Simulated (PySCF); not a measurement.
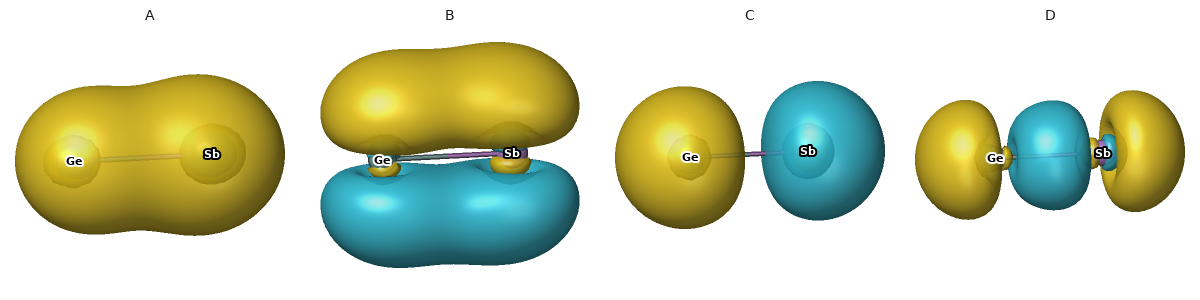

*GeSb (charge +1, triplet). Four frontier β-spin orbitals, each drawn at the value that holds 80 % of its norm (yellow and cyan are the two phases), in no order; of a degenerate pair one member is drawn.*

Core potentials replace the inner electrons of Sb.

Method: PySCF, PBE0/def2-SVP, non-relativistic Hamiltonian with scalar-relativistic core potentials where named, at a bond length of 2.608 Å.

**Label each orbital by symmetry, say whether it is occupied, and order them by energy.**

Orbital A: σ, occupied in this spin, −20.74 eV; shared between the atoms (Ge 40 %, Sb 60 %).
Orbital C: σ, occupied in this spin, −17.56 eV; shared between the atoms (Ge 55 %, Sb 45 %).
Orbital D: σ, occupied in this spin, −12.08 eV; shared between the atoms (Ge 50 %, Sb 50 %).
Orbital B: π, empty in this spin, −9.61 eV; bonding, with no node between the atoms.
